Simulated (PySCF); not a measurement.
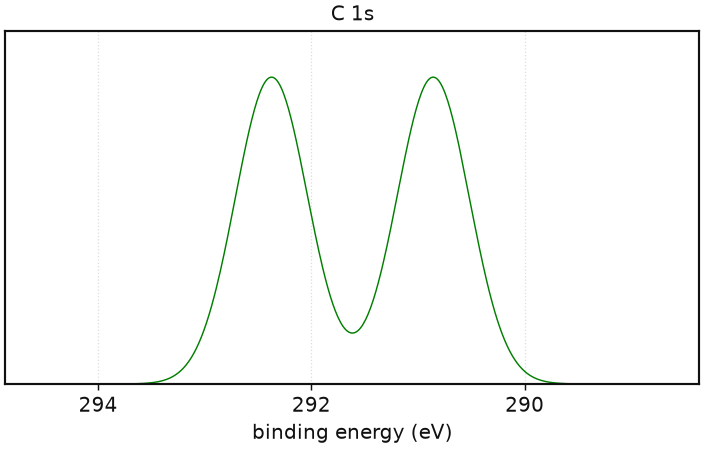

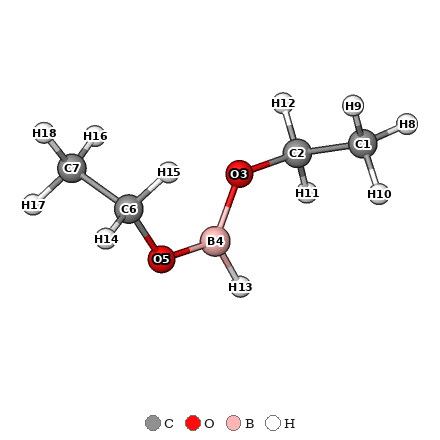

Simulated XPS of C₄H₁₁BO₂, SMILES CCOBOCC. Vertical core-electron binding energies by ΔSCF (SCAN, pcX-2 on the ionised atom, pcseg-1 elsewhere, spin-free X2C; PySCF 2.14.0, at a PBE0-D3(BJ)/def2-SVP geometry (no frequency check)), gas phase, against the vacuum level. One atom of each kind was ionised; within a panel, areas follow the number of like atoms, Gaussians of 0.8 eV full width. Only the regions named are shown.

**Which atoms give which peak?**

```tsv
level	atoms	binding energy (eV)
C 1s	C2, C6	292.4
C 1s	C1, C7	290.9
```

**How large is the chemical shift across the C 1s region?**

1.5 eV, from C1, C7 at 290.9 eV to C2, C6 at 292.4 eV.

Note: one conformer of a flexible molecule.
